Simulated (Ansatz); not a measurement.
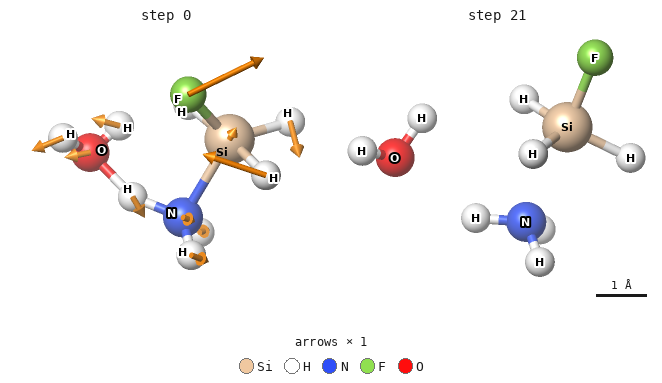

The structure of SiNH8OF (started from a transition state, displaced along its imaginary mode) before (left) and after (right) a relaxation, at one scale. The orange arrows give the displacements, at their true length.

The picture is a ball-and-stick view, seen at a tilt.

Theory: Ansatz 0.2.0, RKS PBE0-D4/def2-TZVP.

Input file:
```yaml
crystal:
  periodic: [false, false, false]
  atoms:
    - {symbol: Si, position_ang: [-0.890316, -0.791049, 0.018798]}
    - {symbol: H, position_ang: [0.584354, -1.283754, -0.139761]}
    - {symbol: H, position_ang: [-1.278732, -1.848328, -0.975545]}
    - {symbol: H, position_ang: [-2.313139, -0.209831, 0.224906]}
    - {symbol: N, position_ang: [-0.250219, 0.867106, -0.650282]}
    - {symbol: H, position_ang: [1.819247, 0.668661, 1.405986]}
    - {symbol: F, position_ang: [-0.690606, -0.906479, 1.646044]}
    - {symbol: H, position_ang: [1.504186, -0.271441, 0.364250]}
    - {symbol: O, position_ang: [1.769888, 0.485499, 0.457726]}
    - {symbol: H, position_ang: [-0.938266, 1.607593, -0.595651]}
    - {symbol: H, position_ang: [-0.023980, 0.738302, -1.653922]}
    - {symbol: H, position_ang: [0.707784, 0.943620, -0.102549]}
basis:
  gaussian: {orbitals: def2-TZVP}
hamiltonian: {xc: pbe0, dispersion: d4}
relax: {f_tol: 0.005, max_steps: 200}
```

Command:
```bash
ansatz run in.yaml --threads 4 --pin off --events-out ev --progress --plain --max-ram 9574MiB
```

### Describe what moved and what it gained.

F7 moves most after the best rigid fit: 1.74 Å. By element the largest moves are F 1.74 Å, H 1.37 Å, O 0.55 Å, N 0.38 Å, Si 0.30 Å. Some distances before and after: O9–H12 1.285 → 2.040 Å, Si1–N5 1.899 → 2.261 Å, H8–O9 0.808 → 0.964 Å, N5–H12 1.106 → 1.020 Å. Among the angles between lasting bonds that change: H2–Si1–H4 175.9° → 116.6°, H2–Si1–H3 87.4° → 117.3°, H3–Si1–F7 129.6° → 99.9°. Over 21 geometry steps the energy falls by 60.2 kcal/mol. The largest force component goes from 14 to 0.0035 eV/Å.
